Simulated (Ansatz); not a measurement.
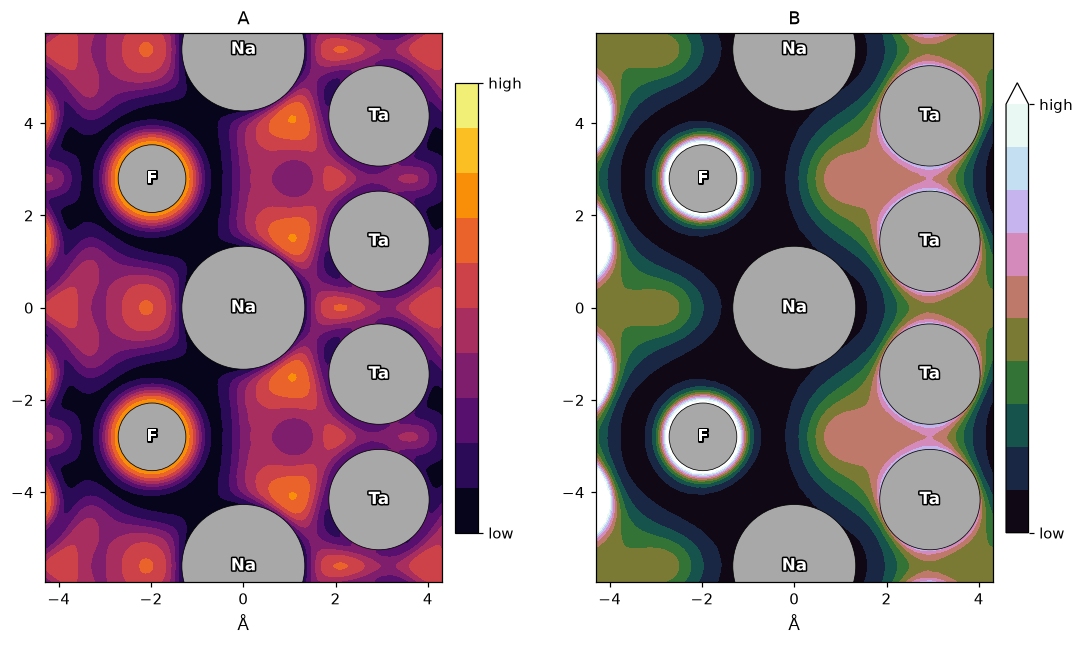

NaTa$_{4}$F: 2 fields on the (110) plane of the conventional cell, with unlabelled colour scales. Grey discs cover the atomic cores.

Space group F-43m; a structure generated by program, which may or may not match a known phase.

Computed with Ansatz, DFT PBE, scalar-relativistic, plane waves, PAW.

### The panels show electron localisation function and valence pseudo-density in some order. Assign them.

Panel A: electron localisation function. Panel B: valence pseudo-density. From the grid: Ta–Ta (2.72 Å): ρ is about 0.42 e/Å³ halfway; the ELF is about 0.35 at the midpoint. Na–Ta (3.27 Å): ρ at the midpoint is about 0.12 e/Å³, with its minimum of 0.08 e/Å³ about 1.3 Å from Na; the ELF is about 0.35 at the midpoint.
